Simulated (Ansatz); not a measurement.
## Electronic structure of H₃SSi₂ (SMILES [Si]#S[SiH3]) (doublet) in real space

Input file:

```
crystal:
  periodic: [false, false, false]
  atoms:
    - {symbol: S, position_ang: [0.157125, -0.951371, -2.237060]}
    - {symbol: Si, position_ang: [-0.630947, 0.689129, -1.105377]}
    - {symbol: Si, position_ang: [1.221767, -2.198412, -0.790704]}
    - {symbol: H, position_ang: [1.780083, -3.355925, -1.535557]}
    - {symbol: H, position_ang: [0.285004, -2.675676, 0.256236]}
    - {symbol: H, position_ang: [2.320887, -1.423971, -0.163321]}
basis:
  gaussian:
    orbitals: def2-TZVPD
output:
  forces: true
  orbitals: {seedname: orbitals}
magnetization:
  spin_polarized: true
  initial_magnetization: 1
hamiltonian:
  xc: {name: PBE0}
```

Launched as:

```sh
ansatz run input.yaml --threads 1 --pin off --max-ram 2610MiB --events-out events.jsonl --progress --plain --runs-dir runs
```

Geometry: B3LYP/6-31G*.

Level of theory: isolated molecule in a Gaussian basis; Kohn-Sham density functional theory, functional PBE0 (Ansatz).

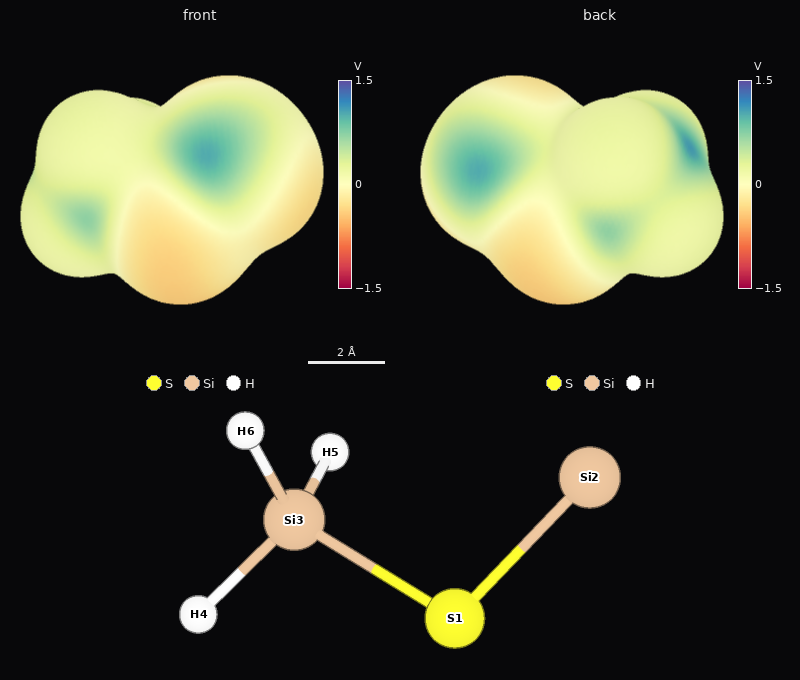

Figure 1. The electrostatic potential painted on the density surface at 0.001 e/bohr³, seen from the front and from behind; red is negative and blue positive. The bare structure is drawn below in the same view.

**Where is the surface potential most negative and most positive?**

The most negative region (about −0.4 V) lies over S1, the most positive (about +1.0 V) over Si2 and Si3.

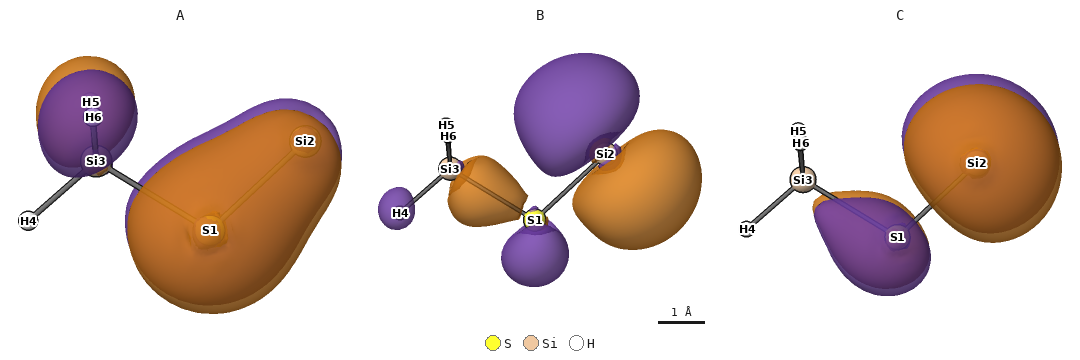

Figure 2. Three frontier orbitals at ±0.08 Å⁻³ᐟ² (orange and purple are the two phases), in no order.

**Order the three orbitals by energy and name them. All are α orbitals.**

A is the HOMO−1 (α) (−8.16 eV). It lies mainly on S1 (about 65 %), Si2 (about 15 %) and Si3 (about 10 %); largely a lone pair of S1. B is the HOMO (α) (−5.30 eV). Its weight (Hirshfeld) is mainly on Si2 (about 80 %), S1 (about 10 %) and Si3 (about 5 %). C is the LUMO (α) (−2.80 eV). It lies mainly on Si2 (about 80 %) and S1 (about 15 %).

**What is the gap between the highest occupied and lowest empty α orbitals?**

2.50 eV between the orbital energies.

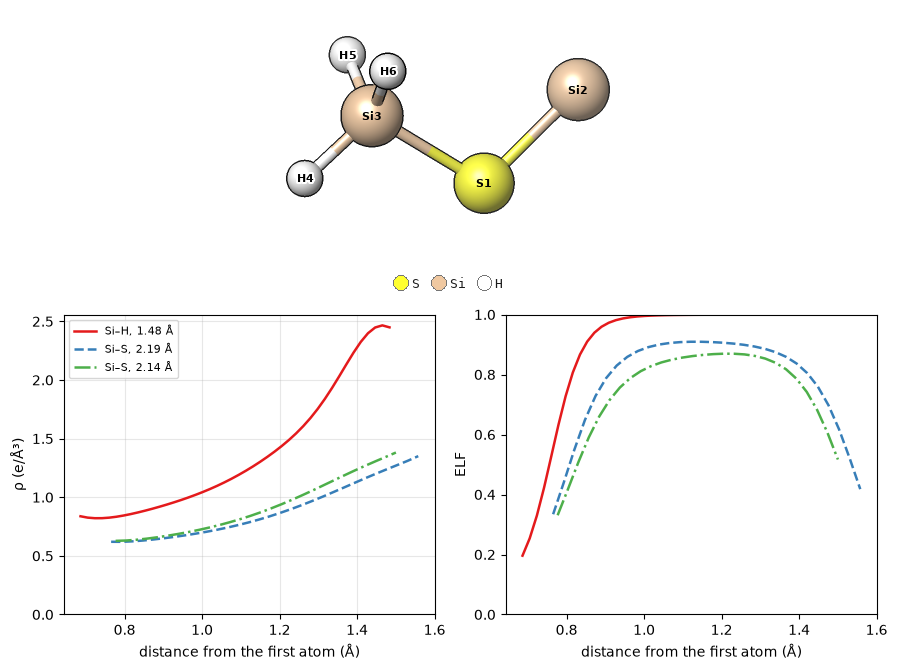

Figure 3. Electron density and electron localisation function along straight lines between neighbouring atoms. The curves leave out the atomic cores. The structure is drawn too.

**Compare the contacts.**

Si–H (1.48 Å): the density is about 0.82 e/Å³ at the midpoint; the ELF climbs to about 1 towards the hydrogen, as it does in any bond to H.
Si–S (2.19 Å): ρ is about 0.76 e/Å³ halfway, with its minimum of 0.62 e/Å³ about 0.8 Å from Si; the ELF peaks at about 0.90 between the atoms: a shared electron pair.
Si–S (2.14 Å): ρ is about 0.79 e/Å³ halfway; the ELF peaks at about 0.85 between the atoms: localised, covalent bonding.
